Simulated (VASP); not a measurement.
Band structure of CdF₂ (fluorite). Level of theory: PBE GGA with spin-orbit coupling, VASP's PBE PAW potentials (set 64) (plane waves; VASP).

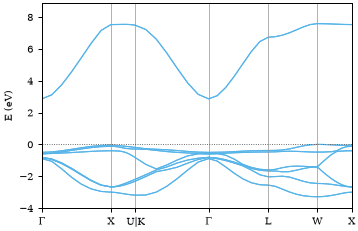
*Bands along high-symmetry lines, zero at the valence-band maximum or, without a gap, the Fermi level*

### Question
Read the plot: is there a gap, and where are the band edges?

### Answer
The gap is indirect, 2.86 eV, from the valence maximum at W to the conduction minimum at Γ.

Measured: gap 7.80 eV (computed value off by -4.94 eV), as given by Giancarlo Cappellini et al., Physical Review B (2013), arXiv:1302.2571.

The compound is CdF2 in the fluorite structure. It was relaxed first, which changed the volume by +6 %.
